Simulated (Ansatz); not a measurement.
```yaml
atoms:
  - { symbol: Si, position_ang: [0.1097, -0.0862, 0.4600] }
  - { symbol: H, position_ang: [0.4436, 0.0743, 1.9315] }
  - { symbol: Si, position_ang: [1.9325, 0.1130, -1.0369] }
  - { symbol: H, position_ang: [2.9583, -0.9614, -0.7489] }
  - { symbol: H, position_ang: [1.4435, -0.0494, -2.4595] }
  - { symbol: H, position_ang: [2.5956, 1.4688, -0.9047] }
  - { symbol: O, position_ang: [-1.0953, 1.1052, 0.1582] }
  - { symbol: Si, position_ang: [-2.2250, 1.6633, -1.0279] }
  - { symbol: H, position_ang: [-3.4746, 0.8042, -1.0067] }
  - { symbol: H, position_ang: [-2.5809, 3.0899, -0.6813] }
  - { symbol: H, position_ang: [-1.6212, 1.6143, -2.4218] }
  - { symbol: O, position_ang: [-0.4948, -1.6712, 0.1779] }
  - { symbol: Si, position_ang: [-1.7883, -2.7681, 0.5097] }
  - { symbol: H, position_ang: [-2.1665, -2.7431, 1.9814] }
  - { symbol: H, position_ang: [-3.0088, -2.4027, -0.3141] }
  - { symbol: H, position_ang: [-1.3183, -4.1532, 0.1308] }
```

All numbers below come from RKS PBE-D4/6-31G in Ansatz.

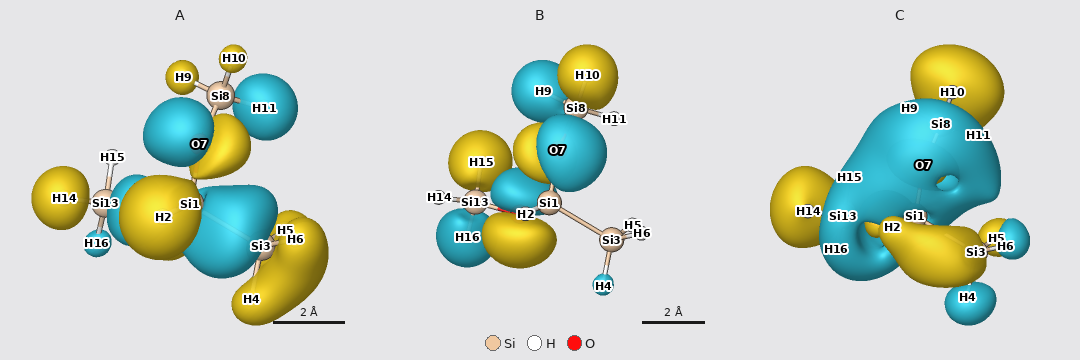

H$_{10}$O$_{2}$Si$_{4}$. Three frontier orbitals at ±0.05 Å⁻³ᐟ² (yellow and cyan are the two phases), in no order.

Which picture is the HOMO−1, the HOMO and the LUMO?

Answer. B is the HOMO−1 (−6.76 eV). By Hirshfeld shares it lies mainly on O12 (about 35 %) and O7 (about 35 %). A is the HOMO (−6.29 eV). Its weight (Hirshfeld) is mainly on O7 (about 25 %), O12 (about 20 %), Si3 (about 20 %), Si1 (about 15 %) and H2 (about 10 %). C is the LUMO (−1.00 eV). Its weight (Hirshfeld) is mainly on Si8 (about 25 %), Si13 (about 15 %), Si1 (about 15 %), O7 (about 10 %), O12 (about 10 %) and Si3 (about 5 %).

What is the HOMO–LUMO gap?

Answer. 5.29 eV between the orbital energies.
